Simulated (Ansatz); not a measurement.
**H$_{6}$Si$_{2}$···H$_{2}$: density, localisation and related maps**

The calculation's input:

```
crystal:
  periodic: [false, false, false]
  atoms:
    - { symbol: Si, position_ang: [-0.453858, -0.12937, -0.453192] }
    - { symbol: H, position_ang: [-0.061687, 0.391561, 2.137292] }
    - { symbol: H, position_ang: [0.828117, 0.047905, 0.31243] }
    - { symbol: H, position_ang: [-0.520707, 0.956893, -1.497062] }
    - { symbol: H, position_ang: [-0.372238, -1.450675, -1.176088] }
    - { symbol: Si, position_ang: [-2.344401, -0.070158, 0.781761] }
    - { symbol: H, position_ang: [-3.496191, -0.360949, -0.148294] }
    - { symbol: H, position_ang: [-2.360445, -1.109359, 1.869477] }
    - { symbol: H, position_ang: [-2.580465, 1.289135, 1.383092] }
    - { symbol: H, position_ang: [-0.535025, 0.435017, 2.677985] }
basis:
  gaussian: { orbitals: def2-SVP }
hamiltonian:
  xc: revpbe
  dispersion: d4
relax:
  f_tol: 0.03
  max_steps: 50
output:
  orbitals: {}
```

Command:

```sh
ansatz run input.yaml --threads 1 --pin off --max-ram 2048MiB --backend cpu --events-out ev --progress --plain --runs-dir out
```

The fields are those of the run's last geometry, not of the input's.

The calculation used Ansatz 0.2.0, RKS revPBE-D4/def2-SVP.

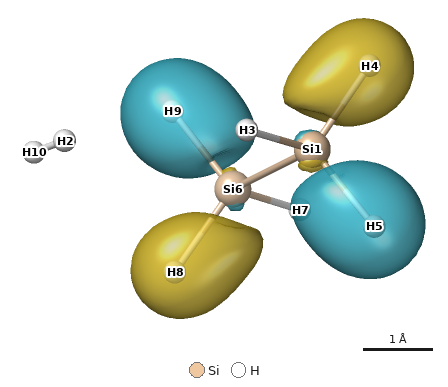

Figure 1. The HOMO−1 at ±0.15 Å⁻³ᐟ² (yellow and cyan are the two phases), seen from one side.

> Where does this orbital lie, and at what energy?

By Hirshfeld shares it lies mainly on Si6 (about 20 %), Si1 (about 20 %), H9 (about 15 %), H5 (about 15 %), H4 (about 10 %) and H8 (about 10 %). Its energy is −8.17 eV.

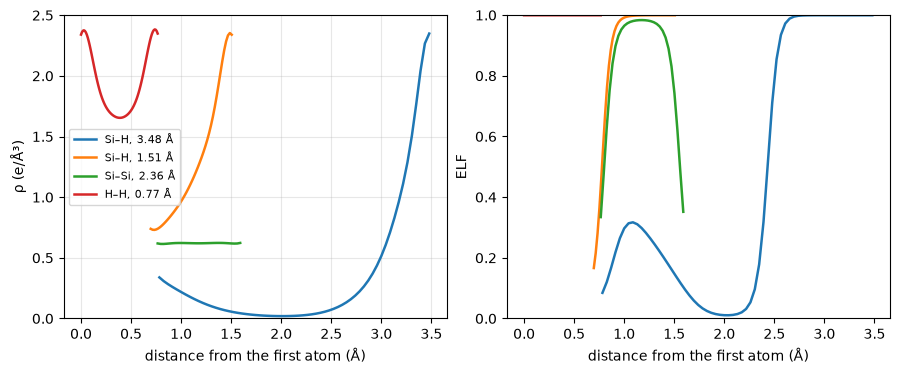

Figure 2. Total electron density and electron localisation function along straight lines between neighbouring atoms. The curves leave out the atomic cores.

> Compare the contacts.

Si6···H10 (3.48 Å): the density falls to about 0.02 e/Å³ on the way; the ELF dips to about 0 between them: a non-bonded, intermolecular contact.
Si–H (1.51 Å): ρ is about 0.73 e/Å³ halfway; the ELF climbs to about 1 towards the hydrogen, as it does in any bond to H.
Si–Si (2.36 Å): ρ at the midpoint is about 0.62 e/Å³; the ELF peaks at about 1 between the atoms, as expected for a covalent bond.
H–H (0.77 Å): ρ at the midpoint is about 1.7 e/Å³; the ELF peaks at about 1 between the atoms.

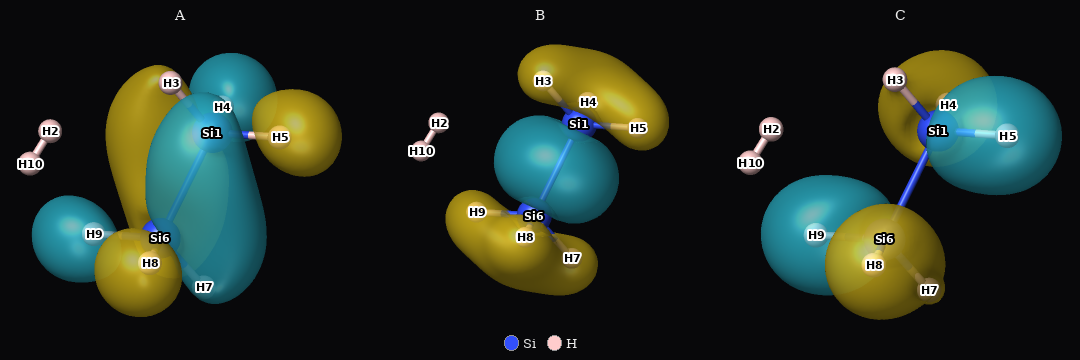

Figure 3. Three frontier orbitals at ±0.08 Å⁻³ᐟ² (yellow and cyan are the two phases), in no order.

> Which picture is the HOMO−1, the HOMO and the LUMO?

C is the HOMO−1 (−8.17 eV). Its weight (Hirshfeld) is mainly on Si6 (about 20 %), Si1 (about 20 %), H9 (about 15 %), H5 (about 15 %), H4 (about 10 %) and H8 (about 10 %). B is the HOMO (−7.24 eV). Its weight (Hirshfeld) is mainly on Si6 (about 40 %) and Si1 (about 35 %). A is the LUMO (−0.32 eV). By Hirshfeld shares it lies mainly on Si1 (about 30 %), Si6 (about 30 %), H4 (about 10 %), H8 (about 10 %), H5 (about 5 %) and H9 (about 5 %).

> What is the HOMO–LUMO gap?

6.92 eV between the orbital energies.
